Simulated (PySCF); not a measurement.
# BH2Cl (SMILES [H]B([H])Cl) at PBE/STO-3G

What is the energy change on altering one bond length of BH2Cl at PBE/STO-3G? 

The calculation is run with PySCF 2.14.0.

8 further runs of the same task are left out: 8 set aside as unsound or not needed.

## Step 1: Starting point

BH2Cl: 4 atoms, total charge 0, spin state singlet. As SMILES, `[H]B([H])Cl`. The shape is that of a GFN2-xTB optimisation.

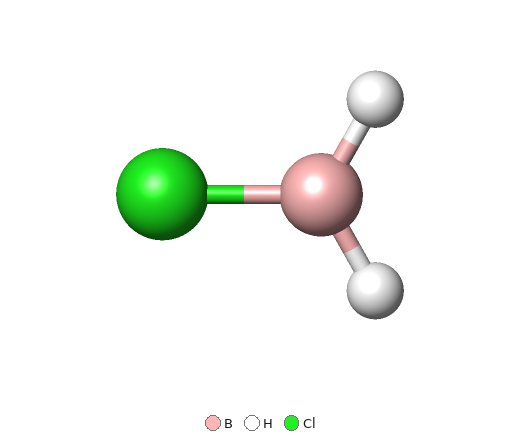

The structure, seen from a chosen angle (boron pink, hydrogen white, chlorine green).

## Step 2: A single-point energy at PBE/STO-3G

Contents of job.py:

```python
# BH2Cl
from pyscf import gto, dft

mol = gto.Mole()
mol.atom = [
    ('B', (0.069310, 0.114420, -0.000410)),
    ('H', (1.240090, 0.070720, 0.015540)),
    ('H', (-0.512130, 1.131590, -0.018950)),
    ('Cl', (-0.797280, -1.316740, 0.003830)),
]
mol.max_memory = 1860
mol.basis = 'sto-3g'
mol.spin = 0
mol.verbose = 3
mol.build()

calc0 = dft.RKS(mol, xc='pbe')
calc0.conv_tol = 1e-10
calc0.grids.level = 5
calc0.kernel()
if not calc0.converged:
    calc0 = calc0.newton().run(calc0.mo_coeff, calc0.mo_occ)

etot = calc0.e_tot
print(f'total energy: {etot:.8f} hartree')
```

On the command line:

```sh
OMP_NUM_THREADS=1 python job.py
```

Standard output:

```text
converged SCF energy = -480.678225677579
total energy: -480.67822568 hartree
```

Run time: 2 s. Hardware: 1 thread of Arm Neoverse V1, shared host; peak memory 0.18 GiB.

## Step 3: The distorted shape, same level

Contents of input.py:

```python
from pyscf import gto, dft

system = gto.Mole()
system.atom = '''
B    0.534467  -0.699324   0.014422
H    1.705247  -0.743024   0.030372
H   -0.512130   1.131590  -0.018950
Cl  -0.332123  -2.130484   0.018662
'''
system.verbose = 3
system.charge = 0
system.basis = 'sto-3g'
system.max_memory = 1860
system.build()

mf = dft.RKS(system)
mf.xc = 'pbe'
mf.conv_tol = 1e-10
mf.grids.level = 5
mf.kernel()
if not mf.converged:
    mf = mf.newton().run(mf.mo_coeff, mf.mo_occ)

energy = mf.e_tot
print('Final energy', energy)
```

On the command line:

```sh
OMP_NUM_THREADS=1 python input.py
```

Standard output:

```text
converged SCF energy = -480.52495748178
Final energy -480.52495748178035
```

Run time: 2.1 s. Hardware: 1 thread of Arm Neoverse V1, shared host; peak memory 0.18 GiB.

## Step 4: Summary of results

At PBE/STO-3G:

| quantity | value |
| --- | --- |
| first shape: total energy | -480.67823 Eh |
| first shape: dipole moment | 0.52 D |
| first shape: HOMO energy | -5.75 eV |
| first shape: LUMO energy | -0.51 eV |
| first shape: HOMO–LUMO gap | 5.24 eV |
| distorted shape: total energy | -480.52496 Eh |
| distorted shape: dipole moment | 0.60 D |
| distorted shape: HOMO energy | -4.10 eV |
| distorted shape: LUMO energy | -0.53 eV |
| distorted shape: HOMO–LUMO gap | 3.56 eV |
| energy change with the B1–H3 bond stretched from 1.172 to 2.109 Å | 4.171 eV |

In words: With the B1–H3 bond stretched from 1.172 to 2.109 Å the energy rises by 4.17 eV (402 kJ/mol). The first shape isn't relaxed at this level, so the change isn't measured from a minimum. The minimal basis adds a large error of its own. Mulliken charges (first shape) run from -0.11 on Cl4 to +0.13 on B1; they depend strongly on the basis.
